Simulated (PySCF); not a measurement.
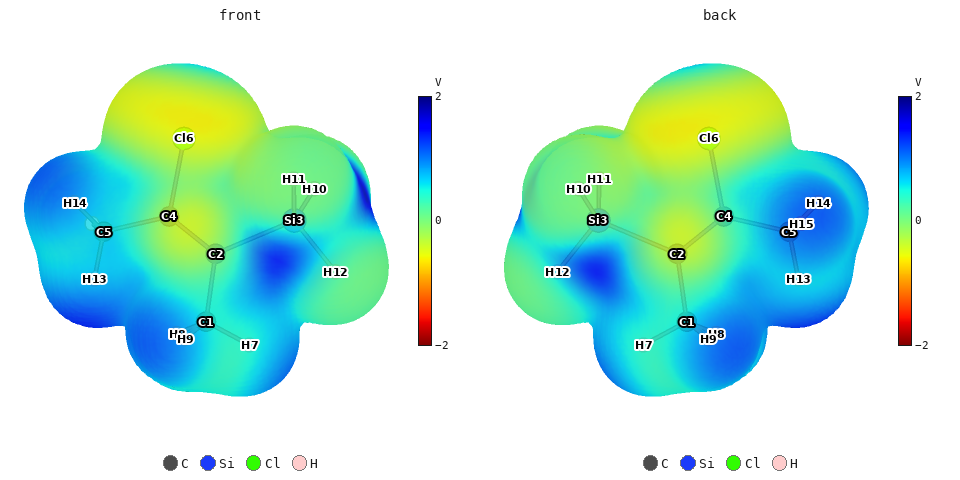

*C4H9ClSi (SMILES C/C([SiH3])=C(\C)Cl). The molecular electrostatic potential painted on the density surface at 0.004 e/bohr³, seen from the front and from behind; red is negative and blue positive.*

Geometry: GFN2-xTB.

Level of theory: PBE0/pcSseg-1, SCF density, gas phase, non-relativistic in PySCF.

The calculation's input:

```
{"job": {"kind": "nmr", "xc": "PBE0", "basis": "pcSseg-1"}, "charge": 0, "multiplicity": 1}
C     -0.056200     1.533073     0.425367
C     -0.358532     0.106990     0.054725
Si    -2.148480    -0.504340     0.017831
C      0.623106    -0.736225    -0.248984
C      2.094355    -0.492977    -0.287034
Cl     0.191596    -2.365450    -0.689270
H     -0.977610     2.093258     0.555206
H      0.502081     1.579469     1.360413
H      0.535007     2.021921    -0.348079
H     -2.499989    -0.929246    -1.336731
H     -2.320486    -1.604324     0.966611
H     -2.993835     0.626326     0.412668
H      2.338292     0.463906     0.164735
H      2.616704    -1.284095     0.248627
H      2.449578    -0.500296    -1.317998
```

Command:

```sh
OMP_NUM_THREADS=1 python probes_run.py task.json out
```

### Which sites attract a positive test charge, and which a negative one?

A positive charge is drawn to the negative regions and a negative charge to the positive ones. The most negative region (about −0.6 V, or −14 kcal/mol for a unit charge) lies over Cl6, the most positive (about +1.6 V, or +37 kcal/mol for a unit charge) over Si3. Cl6 shows a σ-hole: about +0.6 V, or +14 kcal/mol for a unit charge at the tip opposite its bond, against about −0.3 V, or −7 kcal/mol for a unit charge on its flanks.
